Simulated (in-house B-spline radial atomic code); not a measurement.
**Mo: excited configurations**

How much energy does it take to promote electrons of Mo to other shells? Each configuration is solved by itself and compared with the reference.

Method: scalar-relativistic (spin-free one-electron X2C) revTPSS, spin-polarised, spherical fractional occupations, Fermi nucleus, basis-set limit. Code: in-house B-spline radial atomic code version 1.

### Step 1. Starting point

| Item | Value |
| --- | --- |
| element | molybdenum (Z = 42) |
| charge | 0 |
| electrons | 42 |
| configuration | [Kr] 4d5 5s1 |
| Hamiltonian | scalar-relativistic (X2C) |
| nucleus | Fermi, rms radius 4.409 fm |

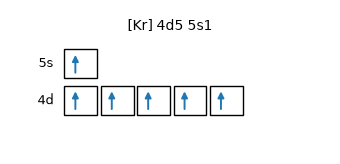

Occupation of the outer shells (arrows by Hund's rule).

Where spins are not typed, each open shell is filled with up spins first.

### Step 2. The base configuration

Settings of the run:

```ini
Z = 42
electrons = 42.0
configuration = [Kr] 4d5 5s1
hamiltonian = x2c
method = revtpss,revtpss
spin_polarised = True
nucleus = fermi
rms_radius = 4.4091
mass_number = 98
atomic_mass = 97.905403609
speed_of_light = 137.035999084
```

### Step 3. Configuration [Ar] 3d10 4s2 4p5 4d5 5s1 5f1

The settings differ from step 2 so:

```diff
@@ -2,3 +2,3 @@
 electrons = 42.0
-configuration = [Kr] 4d5 5s1
+configuration = [Ar] 3d10 4s2 4p5 4d5 5s1 5f1
 hamiltonian = x2c
```

### Step 4. Run with [Kr] 4d5 5p1

The settings differ from step 3 so:

```diff
@@ -2,3 +2,3 @@
 electrons = 42.0
-configuration = [Ar] 3d10 4s2 4p5 4d5 5s1 5f1
+configuration = [Kr] 4d5 5p1
 hamiltonian = x2c
```

### Step 5. Configuration [Kr] 4d4 5s1 6d1

The settings differ from step 4 so:

```diff
@@ -2,3 +2,3 @@
 electrons = 42.0
-configuration = [Kr] 4d5 5p1
+configuration = [Kr] 4d4 5s1 6d1
 hamiltonian = x2c
```

### Step 6. Configuration [Kr] 4d4 4f1 5s1

The settings differ from step 5 so:

```diff
@@ -2,3 +2,3 @@
 electrons = 42.0
-configuration = [Kr] 4d4 5s1 6d1
+configuration = [Kr] 4d4 4f1 5s1
 hamiltonian = x2c
```

### Step 7. Run with [Kr] 4d4 5s1 6s1

The settings differ from step 6 so:

```diff
@@ -2,3 +2,3 @@
 electrons = 42.0
-configuration = [Kr] 4d4 4f1 5s1
+configuration = [Kr] 4d4 5s1 6s1
 hamiltonian = x2c
```

### Step 8. Run with [Kr] 4d5 5f1

The settings differ from step 7 so:

```diff
@@ -2,3 +2,3 @@
 electrons = 42.0
-configuration = [Kr] 4d4 5s1 6s1
+configuration = [Kr] 4d5 5f1
 hamiltonian = x2c
```

Q: How far above the reference does each configuration lie (order and size, in eV)?

As calculated:

| net move | configuration | 2|M_S|+1 | energy above the reference (eV) | largest <r> (bohr) |
| --- | --- | --- | --- | --- |
| 5s → 5p | [Kr] 4d5 5p1 | 7 | 3.447 | 4.84 |
| 4d → 6s | [Kr] 4d4 5s1 6s1 | 7 | 6.496 | 8.77 |
| 5s → 5f | [Kr] 4d5 5f1 | 7 | 6.603 | 29.0 |
| 4d → 6d | [Kr] 4d4 5s1 6d1 | 7 | 7.940 | 19.2 |
| 4d → 4f | [Kr] 4d4 4f1 5s1 | 7 | 8.020 | 16.8 |
| 4p → 5f | [Ar] 3d10 4s2 4p5 4d5 5s1 5f1 | 9 | 40.608 | 28.9 |

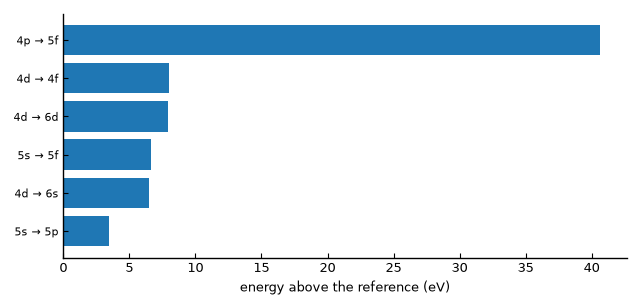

The configurations in order of energy, labelled by the net move of electrons.

What this shows: At the bottom stands 5s → 5p (3.447 eV), at the top 4p → 5f (40.608 eV). 3 of them lie more than 60 % above minus the reference's highest level (4.519 eV), in the range where a state can decay by emitting an electron. The reference has 2|M_S|+1 = 7; 1 of the configurations differ from it in spin. These are spherical averages at the typed spins, not spectroscopic levels.
